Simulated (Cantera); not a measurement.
Input: 1 mol CsOH, 0.18 mol H₂, 6.4 mol H₂O, held at 2.00 bar.

These are equilibrium values from Cantera (NASA tables, ideal gas, pure condensed phases), not measurements of a reactor. Candidate condensed phases: Cs, CsOH, H₂O; 15 gas species. The numbers say what is thermodynamically allowed, not how fast it happens.

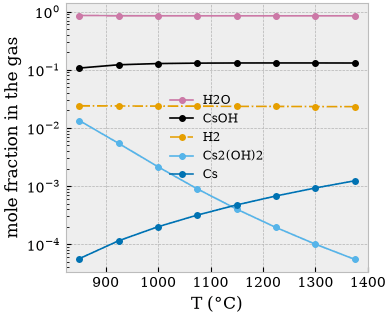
Figure: Equilibrium gas composition (values under 1e-9 drawn at 1e-9)

From 850 °C to 1375 °C nothing is condensed. The main Cs-bearing gas is CsOH throughout.
